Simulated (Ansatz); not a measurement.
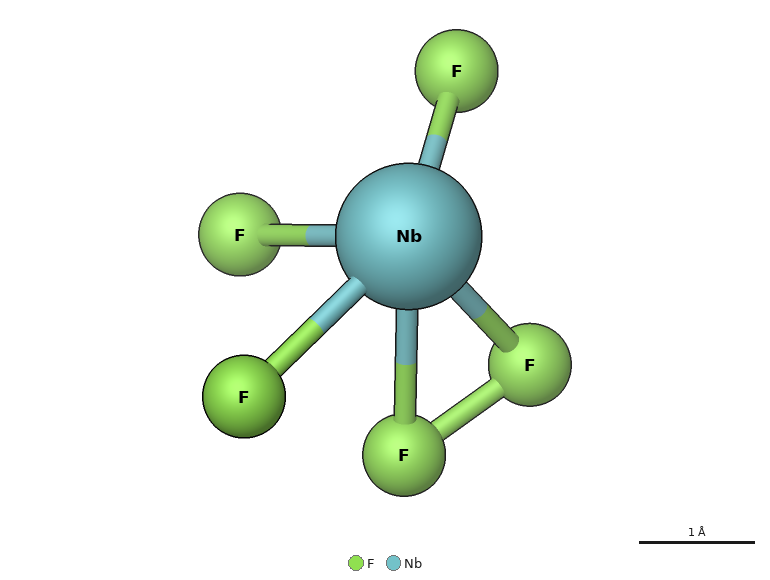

Starting geometry of the run.

Input file:

```yaml
crystal:
  periodic: [false, false, false]
  atoms:
    - {symbol: F, position_ang: [-0.757400, 0.405800, -1.944000]}
    - {symbol: Nb, position_ang: [-0.757900, 0.612800, 0.076200]}
    - {symbol: F, position_ang: [-0.196900, -1.523400, -0.611300]}
    - {symbol: F, position_ang: [1.284100, 0.838700, -0.312500]}
    - {symbol: F, position_ang: [-0.720000, -0.412000, 1.922900]}
    - {symbol: F, position_ang: [1.190100, 0.014100, 0.822600]}
basis:
  gaussian: {orbitals: def2-SVP}
hamiltonian: {xc: pbe, dispersion: d4}
relax: {f_tol: 0.03, max_steps: 200}
```

Command:

```sh
ansatz run in.yaml --threads 4 --pin off --events-out ev --progress --plain --max-ram 10444MiB
```

Result (its end):

```
mean field -15121.35285101 eV, -555.6994676537 hartree, gradient 2.5e-5 eV, S^2 0.000000; 1 other end points of the search recorded, 0 dependent functions left out
the calculation of the forces begins
reference -15121.35292554 eV, -555.6994703925 hartree; 29, 29 occupied and 72, 72 virtual orbitals, 1017 factors
Total energy: -15121.46363906 eV, -555.7035390394 hartree
Atom 0 at    -1.295092     0.502582    -1.266800 Å, force    -0.003151     0.000897     0.003567 eV/Å
Atom 1 at     0.006346    -0.010474    -0.006910 Å, force     0.000654     0.000124    -0.000187 eV/Å
Atom 2 at     0.072814    -1.696405    -0.768609 Å, force     0.003352     0.004636    -0.001758 eV/Å
Atom 3 at     1.120033     1.337594    -0.614705 Å, force    -0.000323    -0.005905    -0.002055 eV/Å
Atom 4 at    -1.181225     0.329596     1.371123 Å, force     0.003043    -0.000915    -0.003132 eV/Å
Atom 5 at     1.319123    -0.526893     1.239800 Å, force    -0.003574     0.001163     0.003565 eV/Å
Dipole moment:    -0.002294     0.000670     0.002667 e Å
```
